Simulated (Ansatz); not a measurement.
CuI: response to strain

Start from CuI in the zinc blende structure (space group F-43m, No. 216; a = 5.862 Å).

Strains are applied to the cell and any free atomic positions relax.

Method: LDA (Ansatz, a quantum-chemistry and plane-wave program; PAW; 420 eV plane waves; no spin-orbit coupling).

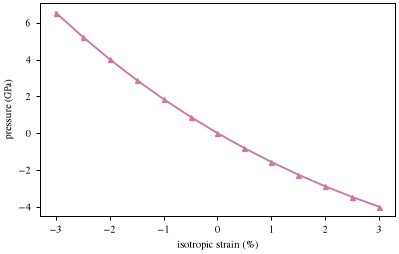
*Pressure against isotropic strain*

Task: From the plot, what is the pressure for isotropic strain −1.00 %?

Result: About 1.8 GPa.

Task: Is the trend monotonic over the range shown?

Result: Yes, it falls throughout, spanning -4.01 GPa to 6.55 GPa.

Whether these cells are dynamically stable was not tested. The final runs are not spin-polarised.
